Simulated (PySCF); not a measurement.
# Geometry relaxation, with input and output: C₂F₄ (part 2 of 2)

C₂F₄, SMILES FC(F)=C(F)F; HF/3-21G, RHF (PySCF 2.14.0). The geometry comes from this level: PBE0-D4/def2-TZVP symmetrised.

Geometry of the input (Å):
```
F  1.1622  -1.1238  -0.7003
C  0.1954  -0.6295  0.0334
F  -0.3445  -1.5099  0.8400
C  -0.1954  0.6295  -0.0334
F  0.3445  1.5099  -0.8399
F  -1.1622  1.1238  0.7003
```

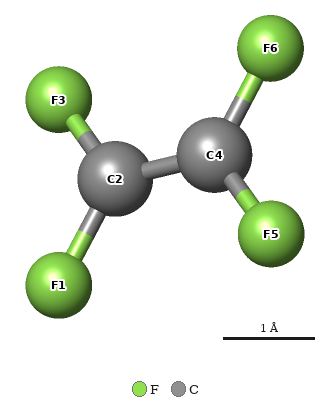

The geometry at step 3 of the log (ball-and-stick view, seen at a tilt; atoms are numbered from 1 in the order of the input).

```
Step    6 : Displace = 4.541e-04/6.169e-04 (rms/max) Trust = 3.405e-03 (+) Grad = 7.391e-05/1.157e-04 (rms/max) E (change) = -470.8553548300 (-1.646e-07) Quality = 0.581
Hessian Eigenvalues: 2.30000e-02 2.72762e-02 2.83575e-02 ... 6.48080e-01 7.55039e-01 7.75024e-01
Converged! =D

converged: True
F           1.17261988       -1.12015897       -0.71128331
C           0.19144633       -0.61661761        0.03269560
F          -0.35554695       -1.51167360        0.85086914
C          -0.19143357        0.61665992       -0.03271583
F           0.35554773        1.51170401       -0.85087679
F          -1.17263243        1.12008726        0.71131419
converged SCF energy = -470.855354830044
total energy: -470.85535483 hartree
Mode                                 0                   1                   2
Irrep
Freq [cm^-1]                      219.7107            220.1016            408.6159
Reduced mass [au]                  18.1432             18.9984             18.9675
Force const [Dyne/A]                0.5160              0.5423              1.8659
Char temp [K]                     316.1148            316.6772            587.9073
Normal mode                   x     y     z       x     y     z       x     y     z
       0   F                 0.02 -0.11  0.02   -0.08 -0.03 -0.08    0.01  0.11 -0.04
       1   C                 0.04  0.01 -0.04   -0.00 -0.00 -0.00   -0.00  0.01 -0.00
       2   F                -0.04  0.10  0.01    0.08  0.03  0.08   -0.07  0.09  0.03
       3   C                 0.04  0.01 -0.04   -0.00 -0.00 -0.00    0.00 -0.01  0.00
       4   F                -0.04  0.10  0.01    0.08  0.03  0.08    0.07 -0.09 -0.03
       5   F                 0.02 -0.11  0.02   -0.08 -0.03 -0.08   -0.01 -0.11  0.04
Mode                                 3                   4                   5
Irrep
Freq [cm^-1]                      486.4683            564.1787            580.7430
Reduced mass [au]                  13.1748             17.4589             17.1501
Force const [Dyne/A]                1.8370              3.2742              3.4079
Char temp [K]                     699.9196            811.7276            835.5598
Normal mode                   x     y     z       x     y     z       x     y     z
       0   F                -0.04 -0.01 -0.04    0.06  0.04 -0.07   -0.06  0.07  0.04
       1   C                 0.12  0.04  0.13    0.02 -0.08  0.00   -0.06 -0.02  0.06
       2   F                -0.04 -0.01 -0.04   -0.08  0.01  0.07   -0.01 -0.09  0.04
       3   C                 0.12  0.04  0.13    0.02 -0.08  0.00    0.06  0.02 -0.06
       4   F                -0.04 -0.01 -0.04   -0.08  0.01  0.07    0.01  0.09 -0.04
       5   F                -0.04 -0.01 -0.04    0.06  0.04 -0.07    0.06 -0.07 -0.04
Mode                                 6                   7                   8
Irrep
Freq [cm^-1]                      675.6047            838.9798           1287.0732
Reduced mass [au]                  12.3047             18.6335             14.0330
Force const [Dyne/A]                3.3091              7.7276             13.6964
Char temp [K]                     972.0447           1207.1051           1851.8117
Normal mode                   x     y     z       x     y     z       x     y     z
       0   F                -0.02 -0.01 -0.02   -0.08  0.03  0.07    0.05 -0.04 -0.03
       1   C                 0.13  0.05  0.14   -0.01  0.04 -0.00   -0.05  0.15 -0.01
       2   F                -0.02 -0.01 -0.02    0.05  0.07 -0.07   -0.02 -0.06  0.04
       3   C                -0.13 -0.05 -0.14    0.01 -0.04  0.00   -0.05  0.15 -0.01
       4   F                 0.02  0.01  0.02   -0.05 -0.07  0.07   -0.02 -0.06  0.04
       5   F                 0.02  0.01  0.02    0.08 -0.03 -0.07    0.05 -0.04 -0.03
Mode                                 9                  10                  11
Irrep
Freq [cm^-1]                     1485.7221           1501.7313           2129.1956
Reduced mass [au]                  13.0982             13.6200             12.1743
Force const [Dyne/A]               17.0349             18.0973             32.5180
Char temp [K]                    2137.6233           2160.6570           3063.4384
Normal mode                   x     y     z       x     y     z       x     y     z
       0   F                -0.04  0.02  0.03   -0.05  0.03  0.04    0.02 -0.01 -0.01
       1   C                 0.12  0.03 -0.13    0.12  0.03 -0.12   -0.06  0.19 -0.01
       2   F                -0.03 -0.03  0.03   -0.03 -0.05  0.04   -0.01 -0.02  0.01
       3   C                -0.12 -0.03  0.13    0.12  0.03 -0.12    0.06 -0.19  0.01
       4   F                 0.03  0.03 -0.03   -0.03 -0.05  0.04    0.01  0.02 -0.01
       5   F                 0.04 -0.02 -0.03   -0.05  0.03  0.04   -0.02  0.01  0.01
temperature 298.1500 [K]
pressure 101325.00 [Pa]
Rotational constants [GHz] 5.39684 3.26714 2.03512
Symmetry number 4
Zero-point energy (ZPE) 0.02369 [Eh]   62194.598 [J/mol]
                           tot       elec      trans        rot        vib
Entropy [J/mol/K]       295.689      0.000    166.182     99.752     29.755
Cv [J/mol/K]             68.101      0.000     12.472     12.472     43.158
Cp [J/mol/K]             76.416      0.000     20.786     12.472     43.158
Internal energy [J/mol]                      3718.434   3718.434  67866.628
Internal energy [Eh]   -470.82667  -470.85535
Enthalpy [J/mol]                             6197.391   3718.434  67866.628
Enthalpy [Eh]          -470.82573
Gibbs free energy [J/mol]                  -43349.780 -26022.571  58995.244
Gibbs free energy [Eh] -470.85931
```

Trajectory as extended XYZ (Å, eV, eV/Å), 7 frames, from step=0 to step=6
```
6
Properties=species:S:1:pos:R:3:forces:R:3 step=0 energy=-12812.55496
F     1.1622   -1.1238   -0.7003    0.8782  -0.4012  -0.6827
C     0.1954   -0.6295    0.0334   -0.9186   2.9583  -0.1568
F    -0.3445   -1.5099    0.8400   -0.5179  -0.7588   0.7442
C    -0.1954    0.6295   -0.0334    0.9185  -2.9582   0.1568
F     0.3445    1.5099   -0.8399    0.5178   0.7588  -0.7442
F    -1.1622    1.1238    0.7003   -0.8780   0.4012   0.6828
6
Properties=species:S:1:pos:R:3:forces:R:3 step=1 energy=-12812.62229
F     1.1738   -1.1044   -0.7178    0.0102  -0.1779   0.0514
C     0.1912   -0.6163    0.0328   -0.0057  -0.0702   0.0294
F    -0.3631   -1.5019    0.8546    0.0920  -0.1655  -0.0291
C    -0.1918    0.6125   -0.0310   -0.0380   0.1835  -0.0275
F     0.3626    1.4981   -0.8528   -0.0482   0.1394  -0.0027
F    -1.1727    1.1120    0.7142   -0.0104   0.0906  -0.0215
6
Properties=species:S:1:pos:R:3:forces:R:3 step=2 energy=-12812.61651
F     1.1678   -1.1429   -0.6990    0.0012   0.3068  -0.1064
C     0.1896   -0.6102    0.0322    0.2604  -0.6149  -0.0323
F    -0.3448   -1.5216    0.8443   -0.1710   0.2949   0.0585
C    -0.1889    0.6222   -0.0370   -0.1187   0.2609   0.0213
F     0.3484    1.5308   -0.8507    0.0030  -0.2120   0.0699
F    -1.1721    1.1217    0.7102    0.0250  -0.0358  -0.0111
6
Properties=species:S:1:pos:R:3:forces:R:3 step=3 energy=-12812.62671
F     1.1728   -1.1237   -0.7102   -0.0223   0.0349   0.0089
C     0.1916   -0.6167    0.0326    0.0263  -0.0183  -0.0183
F    -0.3555   -1.5124    0.8510   -0.0007   0.0439  -0.0144
C    -0.1904    0.6172   -0.0339   -0.0232   0.0072   0.0192
F     0.3536    1.5160   -0.8506    0.0075  -0.0518   0.0107
F    -1.1722    1.1197    0.7110    0.0124  -0.0160  -0.0061
6
Properties=species:S:1:pos:R:3:forces:R:3 step=4 energy=-12812.62675
F     1.1723   -1.1185   -0.7115    0.0035   0.0123  -0.0076
C     0.1911   -0.6155    0.0326   -0.0095  -0.0422   0.0234
F    -0.3542   -1.5122    0.8498   -0.0126  -0.0042   0.0132
C    -0.1929    0.6170   -0.0315    0.0122  -0.0215  -0.0039
F     0.3576    1.5077   -0.8515   -0.0134   0.0545  -0.0062
F    -1.1740    1.1215    0.7121    0.0197   0.0010  -0.0188
6
Properties=species:S:1:pos:R:3:forces:R:3 step=5 energy=-12812.62692
F     1.1725   -1.1196   -0.7114    0.0048  -0.0075  -0.0020
C     0.1914   -0.6166    0.0327    0.0009  -0.0027   0.0001
F    -0.3558   -1.5112    0.8510    0.0007  -0.0070   0.0018
C    -0.1913    0.6164   -0.0327   -0.0026   0.0081  -0.0003
F     0.3557    1.5113   -0.8509    0.0011   0.0043  -0.0025
F    -1.1724    1.1196    0.7113   -0.0050   0.0048   0.0030
6
Properties=species:S:1:pos:R:3:forces:R:3 step=6 energy=-12812.62693
F     1.1726   -1.1202   -0.7113   -0.0020   0.0026   0.0010
C     0.1914   -0.6166    0.0327   -0.0011   0.0041  -0.0004
F    -0.3555   -1.5117    0.8509    0.0001   0.0026  -0.0010
C    -0.1914    0.6167   -0.0327    0.0009  -0.0058   0.0011
F     0.3555    1.5117   -0.8509   -0.0001  -0.0016   0.0007
F    -1.1726    1.1201    0.7113    0.0022  -0.0019  -0.0014
```

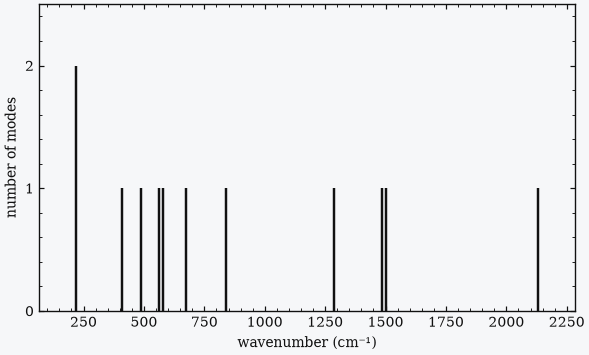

Harmonic vibrational wavenumbers from the force constants; neighbouring modes closer than 9 cm⁻¹ are counted in one stick. 12 modes from 220 to 2129 cm⁻¹, none imaginary.

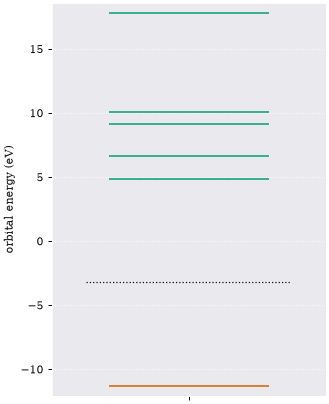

Orbital energies near the frontier; the dotted line parts filled from empty levels, and levels within 0.02 eV of each other stand side by side. Highest filled −11.29 eV, lowest empty 4.82 eV, 16.11 eV apart.

Summary

```json
{"quantity": "outcome", "value": "converged"}
{"quantity": "total energy", "value": "−470.855355 hartree"}
{"quantity": "basis functions", "value": "54"}
{"quantity": "HOMO", "value": "−11.29 eV"}
{"quantity": "LUMO", "value": "4.82 eV"}
{"quantity": "zero-point energy", "value": "0.023689 hartree"}
{"quantity": "dipole moment", "value": "0.00 D"}
{"quantity": "wavenumbers, lowest and highest", "value": "220 and 2129 cm⁻¹"}
{"quantity": "wall time", "value": "9 s"}
{"quantity": "peak memory", "value": "0.15 GiB"}
```
